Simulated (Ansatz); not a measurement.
# CHSi (doublet): trial inputs and their diagnosis at distance Si1–C2 = 2.356 Å

3 inputs are run for CHSi (doublet) as typed; the log has to tell whether the result can be used and what must change.

Method: the settings change from run to run; program: Ansatz 0.2.0, Gaussian basis.

33 further runs of the same task are left out: 8 for a known fault of the program, 23 that didn't finish, 2 set aside as unsound or not needed.

### 1 The geometry

The geometry derives from a PBE0/def2-TZVP stationary point (not a proven minimum). One bond is set to the value named and the two fragments are kept rigid.

3 atoms, charge 0, spin multiplicity 2.

Atoms are counted from 1 here; the program's logs count them from 0.

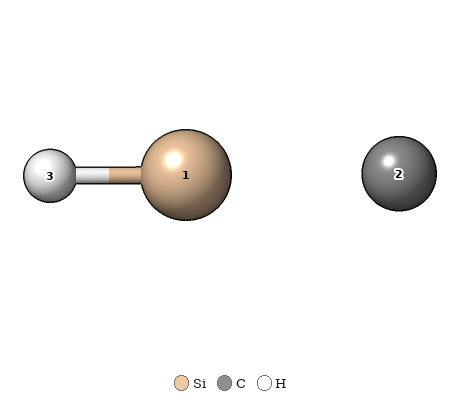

The geometry (silicon light orange, carbon grey, hydrogen white); atoms are numbered from 1 in the order of the file.

As a file:

```xyz
3

Si    0.0000    0.0000    0.2855
C     0.0000    0.0000   -2.0705
H     0.0000    0.0000    1.7850
```

### 2 Try 1

in.yaml

```yaml
crystal:
  periodic: [false, false, false]
  atoms:
    - {symbol: Si, position_ang: [0.000000, 0.000000, 0.285489]}
    - {symbol: C, position_ang: [0.000000, 0.000000, -2.070511]}
    - {symbol: H, position_ang: [0.000000, 0.000000, 1.785022]}
basis:
  gaussian: {orbitals: def2-SVP}
magnetization: {spin_polarized: false, initial_magnetization: 1}
correlation: {method: sc_nevpt2, electrons: outside_noble_gas, active_space: {window: {electrons: 3, orbitals: 2}, states: [{multiplicity: 2, weights: [1, 0.5, 0.5]}]}}
accuracy: high
scf: {lower_state_search: light}
output: {forces: true}
```

On the command line:

```console
$ ansatz run in.yaml --threads 1 --pin off --events-out ev --progress --plain --max-ram 2393MiB
```

What it wrote:

```text
Functional definition: HF
  name "HF"
  cite "Fock, Z. Phys. 61, 126 (1930) doi:10.1007/BF01340294"
  parent pbe
  exchange = exact_x
  correlation = 0
652 factors; integrals over basis functions are off by at most 5.1e-9 eV
mean field evaluation 1: about -8894.2931 eV, gradient 1.1e1 eV
mean field evaluation 2: about -8894.2956 eV, gradient 1.1e1 eV
mean field evaluation 4: about -8894.8855 eV, gradient 5.4e0 eV
mean field evaluation 8: about -8895.2151 eV, gradient 2.7e0 eV
mean field evaluation 16: about -8895.5647 eV, gradient 2.6e-4 eV
mean field evaluation 32: about -8895.5707 eV, gradient 7.8e-9 eV
mean field evaluation 64: about -8895.5707 eV, gradient 1.3e-3 eV
mean field evaluation 96: about -8894.8124 eV, gradient 1.5e-4 eV
mean field evaluation 128: about -8895.5615 eV, gradient 4.0e-1 eV
mean field evaluation 160: about -8895.5634 eV, gradient 4.1e-1 eV
mean field evaluation 192: about -8894.8124 eV, gradient 1.1e-6 eV
mean field evaluation 224: about -8895.0193 eV, gradient 9.8e-1 eV
mean field -8895.57072685 eV, -326.9061945773 hartree, gradient 2.2e-8 eV, S^2 0.750000; 19 other end points of the search recorded, 0 dependent functions left out
reference -8895.57072685 eV, -326.9061945773 hartree; 11, 10 occupied and 26, 27 virtual orbitals, 652 factors
Error: 3 states are sought, and the space of determinants holds 2 states of this symmetry and spin
```

Run time: 1.8 s. Hardware: 1 thread of Arm Neoverse V1, shared host.

What is wrong: The run stopped with an error. It says: «3 states are sought, and the space of determinants holds 2 states of this symmetry and spin». Cure: ask for fewer states or enlarge the space.

### 3 Try 2

in.yaml

```yaml
crystal:
  periodic: [false, false, false]
  atoms:
    - {symbol: Si, position_ang: [0.000000, 0.000000, 0.285489]}
    - {symbol: C, position_ang: [0.000000, 0.000000, -2.070511]}
    - {symbol: H, position_ang: [0.000000, 0.000000, 1.785022]}
basis:
  gaussian: {orbitals: cc-pVDZ}
magnetization: {spin_polarized: true, initial_magnetization: 1}
correlation: {method: ccsd, electrons: valence}
nroots: 3
output: {forces: true}
```

Launched as before.

What it wrote:

```text
Error: YAML parse error: error: line 11 column 1: unknown field `nroots`, expected one of crystal, accuracy, basis, kpoints, hamiltonian, magnetization, projection, total_charge, correlation, batch, efield, external_charges, scf, relax, neb, saddle, md, ramp, phonons, dielectric, real_time, elastic, magnetic_configurations, gw, evaluate, workflow, output, checkpoint, execution
  --> <input>:11:1
   |
 9 | magnetization: {spin_polarized: true, initial_magnetization: 1}
10 | correlation: {method: ccsd, electrons: valence}
11 | nroots: 3
   | ^ unknown field `nroots`, expected one of crystal, accuracy, basis, kpoints, hamiltonian, magnetization, projection, total_charge, correlation, batch, efield, external_charges, scf, relax, neb, saddle, md, ramp, phonons, dielectric, real_time, elastic, magnetic_configurations, gw, evaluate, workflow, output, checkpoint, execution
12 | output: {forces: true}
   |
```

It took 0.03 s on 1 thread of Arm Neoverse V1, shared host.

What is wrong: The run was refused. The input holds a key that the program doesn't read here. Cure: remove it or spell it as the reference does.

### 4 Try 3

in.yaml

```yaml
crystal:
  periodic: [false, false, false]
  atoms:
    - {symbol: Si, position_ang: [0.000000, 0.000000, 0.285489]}
    - {symbol: C, position_ang: [0.000000, 0.000000, -2.070511]}
    - {symbol: H, position_ang: [0.000000, 0.000000, 1.785022]}
basis:
  gaussian: {orbitals: 6-31G}
magnetization: {spin_polarized: false, initial_magnetization: 1}
correlation: {active_space: {ras: {orbitals: [10, 1, 13], electrons: 22, max_holes: 2, max_particles: 2}, fixed_orbitals: true}}
```

Launched as before.

What it wrote:

```text
Functional definition: HF
  name "HF"
  cite "Fock, Z. Phys. 61, 126 (1930) doi:10.1007/BF01340294"
  parent pbe
  exchange = exact_x
  correlation = 0
299 factors; integrals over basis functions are off by at most 2.0e-4 eV
mean field evaluation 1: about -8897.1206 eV, gradient 6.2e0 eV
mean field evaluation 2: about -8897.1213 eV, gradient 6.2e0 eV
mean field evaluation 4: about -8897.4864 eV, gradient 2.5e0 eV
mean field evaluation 8: about -8897.5177 eV, gradient 2.7e0 eV
mean field evaluation 16: about -8898.2119 eV, gradient 2.9e-5 eV
mean field evaluation 32: about -8897.1238 eV, gradient 1.3e1 eV
mean field evaluation 64: about -8897.1693 eV, gradient 2.9e0 eV
mean field evaluation 96: about -8897.6453 eV, gradient 3.2e0 eV
mean field -8898.21189615 eV, -327.0032557588 hartree, gradient 1.8e-6 eV, S^2 0.750000; 12 other end points of the search recorded, 0 dependent functions left out
reference -8898.21189615 eV, -327.0032557588 hartree; 11, 10 occupied and 13, 14 virtual orbitals, 299 factors
Error: 22 electrons in 24 orbitals form no window around the highest filled level of the reference
```

Wall time 0.48 s (1 thread of Arm Neoverse V1, shared host).

What is wrong: The run stopped with an error. The electron count of the restricted space is wrong. Fix: count the correlated electrons again.

### 5 Summary

```csv
try,level,ended,cause,time
1,"NEVPT2(3,2)/def2-SVP",stopped by an error,"3 states are sought, and the space of determinants holds 2 states of this symmetry and spin",1.8 s
2,CCSD on UHF/cc-pVDZ,refused,the input holds a key that the program doesn't read here,0.03 s
3,CISD/6-31G,stopped by an error,the electron count of the restricted space is wrong,0.48 s
```

2 stopped by an error, 1 refused.
